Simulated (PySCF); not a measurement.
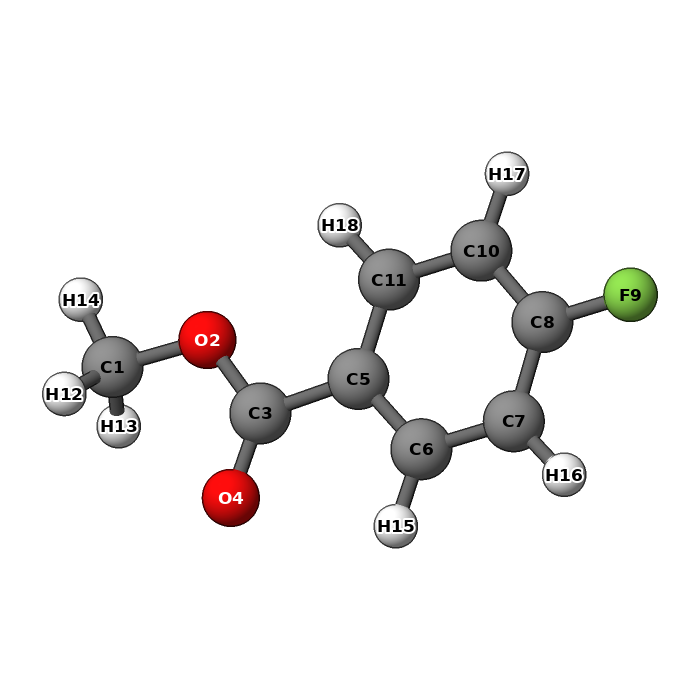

The computed structure is the end point of a PBE0-D3(BJ)/def2-SVP optimisation. No frequency run is at hand to confirm it as a minimum. Level of theory: GIAO ωB97X-D/pcSseg-1 NMR shielding, non-relativistic, IEF-PCM chloroform (PySCF 2.14.0). Principal shieldings σ11 ≤ σ22 ≤ σ33, span Ω = σ33 − σ11, skew κ = 3(σiso − σ22)/Ω.

Give the shielding tensors of the F atoms.

```
atom    σ11    σ22    σ33   σiso      Ω     κ
  F9  212.9  285.2  375.8  291.3  162.9  0.11
```

Shieldings and span in ppm.
